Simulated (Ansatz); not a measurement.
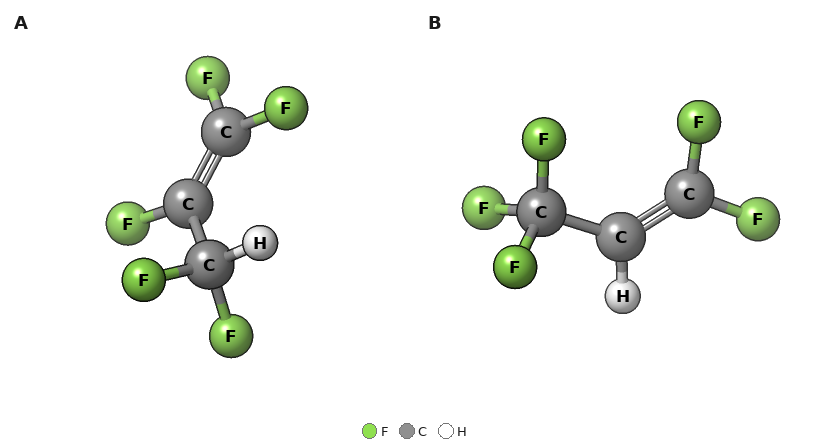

2 stationary structures of one formula. Geometries: PBE-D4/def2-SVP. Electronic energies: PBE-D4/def2-SVP (Ansatz 0.2.0), without zero-point energy. No frequency run is at hand to confirm each as a minimum. Each is one conformer, not always the lowest.

Question: How are they related?

Answer: They are constitutional isomers of C3HF5: A `FC(F)=C(F)C(F)F`, B `FC(F)=CC(F)(F)F`.

Question: Which is lowest in energy, and by how much?

Answer: B is lowest; A lies 93.9 kJ/mol above it.
